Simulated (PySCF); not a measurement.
## A study: ClF₃V, doublet

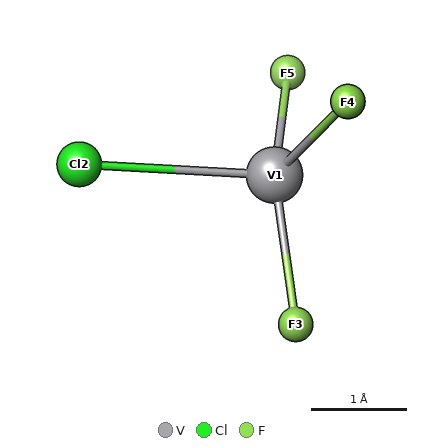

The molecule, with its atoms numbered as below. No frequency check shows the geometry to be a minimum.

Cartesian coordinates (Å):

```
V1      -0.3645   -0.0014   -0.1641
Cl2      1.6806    0.0029    0.2273
F3      -0.5328    1.5233   -0.6802
F4      -1.1839    0.0027    1.3447
F5      -0.5265   -1.5280   -0.6745
```

## 1. Bonding charge

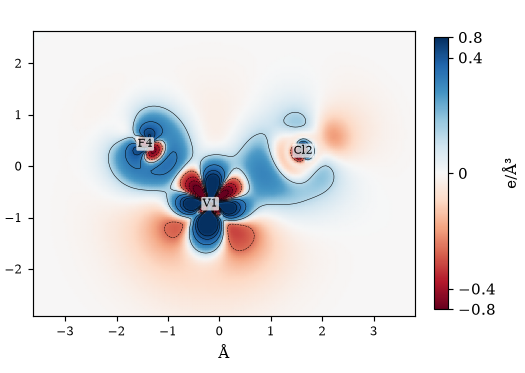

Deformation density (molecule less spherical, spin-averaged free atoms) in the plane of V1, Cl2 and F4; colour scale in e/Å³, logarithmic beyond ±0.1; blue: gain, red: loss.

Computed with PySCF, PBE0/def2-SVPD, geometry: GFN2-xTB. This is a single-reference result, which may miss multireference character in this system. The stability of the open-shell solution wasn't checked. GFN2-xTB doesn't know the spin state, so this open-shell geometry is rough.

Question: How much density has each bond in this plane gained at its critical point, relative to the free atoms?

Answer: V1–Cl2: +0.12 e/Å³ at the bond critical point (bond length 2.08 Å). V1–F4: +0.07 e/Å³ at the bond critical point (bond length 1.72 Å); up to 0.6 Å beside the axis the gain reaches +0.25 e/Å³. In all, 1.3 electrons gather in the regions of gain relative to the promolecule. A small or negative value marks a very polar bond, one between electron-rich atoms, whose free-atom densities already overlap strongly, a long bond to a heavier atom, or a closed-shell contact such as a hydrogen bond.

## 2. Bond critical points

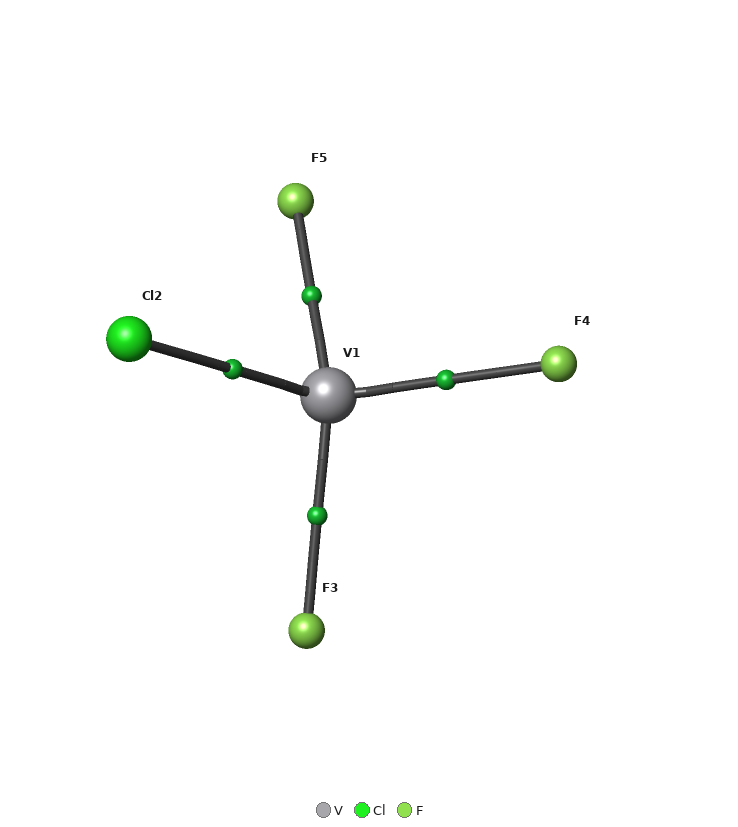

Molecular graph of the electron density (QTAIM): bond paths, bond critical points (green), ring points (magenta, if any); weak paths are dashed.

Question: How many critical points of each kind are there, and does the count close?

Answer: 5 nuclei, 4 bond, 0 ring and 0 cage critical points: 5 − 4 + 0 − 0 = 1, as the Poincaré–Hopf relation requires.

Question: Give the properties at the bond critical points.

Answer:
```tsv
bond	length (Å)	ρ (a.u.)	∇²ρ (a.u.)	ε	H (a.u.)
V1–F5 (2 alike)	1.618	0.224	+1.42	0.02	−0.085
V1–F4	1.717	0.168	+1.06	0.20	−0.035
V1–Cl2	2.082	0.118	+0.32	0.24	−0.039
```

Question: What kind of interaction is V1–F5?

Answer: Polar or intermediate (positive Laplacian, negative energy density H): ρ = 0.224, ∇²ρ = +1.42, H = −0.085 a.u.

## 3. Local ionisation energy

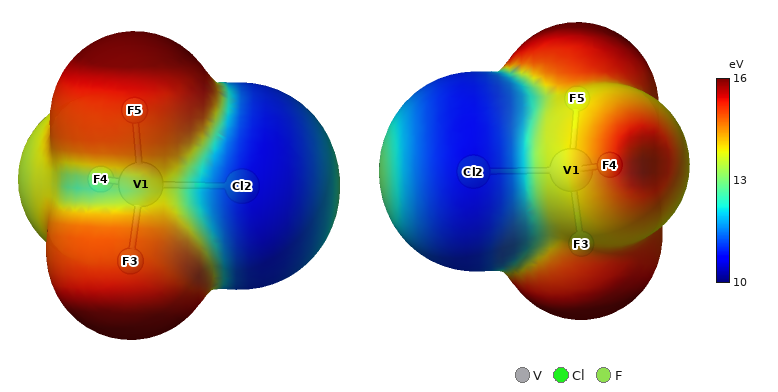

Average local ionisation energy on the surface of electron density 0.001 a.u. (back view left, front view right).

Question: Where are the most loosely bound electrons on this surface?

Answer: The lowest value is 10.7 eV, 2.1 Å from Cl2. Further minima include 10.8 eV, 2.1 Å from Cl2; 12.6 eV, off the V1–F3 bond (1.9 to 2.1 Å from its atoms); 13.5 eV, 1.7 Å from F4. For comparison, the highest occupied orbital lies at −8.4 eV.

Question: What volume does the surface enclose, and what is the dipole moment?

Answer: About 92 Å³; the dipole moment is 1.8 D.

## 4. Spin density

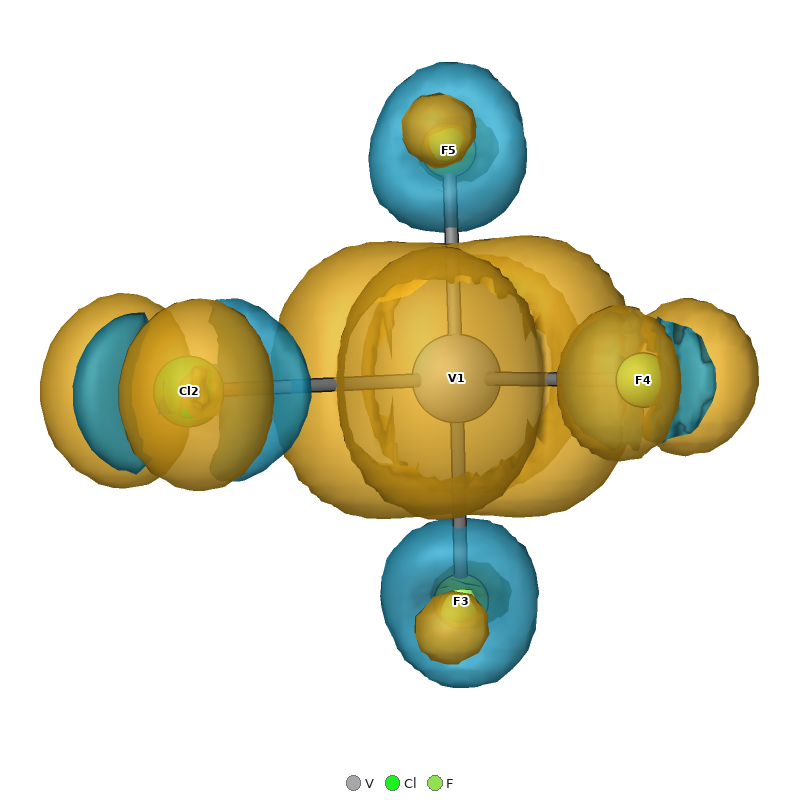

Spin density ρα − ρβ at ±0.01 e/Å³ (yellow: excess α, teal: excess β).

Question: Where is the unpaired spin?

Answer: Hirshfeld spin populations: V1 +0.90, F4 +0.05 and Cl2 +0.05. ⟨S²⟩ = 0.75, as for a pure state. The picture also shows regions of β spin from spin polarisation; the Hirshfeld sums, whose atoms overlap, net them against the α spin of neighbours.

## 5. Removing or adding an electron

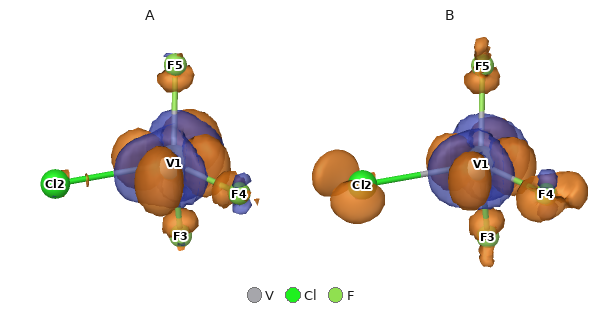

The two Fukui functions at ±0.06 e/Å³ (orange positive, blue negative).

Method: CAM-B3LYP/def2-SVPD; geometry: GFN2-xTB; program: PySCF. This is a single-reference result, which may miss multireference character in this system. GFN2-xTB doesn't know the spin state, so this open-shell geometry is rough.

Question: Which panel is f⁻ (electron removed) and which f⁺ (electron added)?

Answer: A is f⁺, B is f⁻. f⁻ (Hirshfeld-condensed) is largest on Cl2 (0.35) and V1 (0.25); the vertical ionisation energy is 10.85 eV (to the singlet cation, which needn't be its lowest state). f⁺ (Hirshfeld-condensed) is largest on V1 (0.38) and Cl2 (0.26); the vertical electron affinity is 1.31 eV (to the singlet anion, which needn't be its lowest state).

The PySCF runs shown took 34 s and 95 s on 1 thread of Arm Neoverse V1, with other jobs on the host.
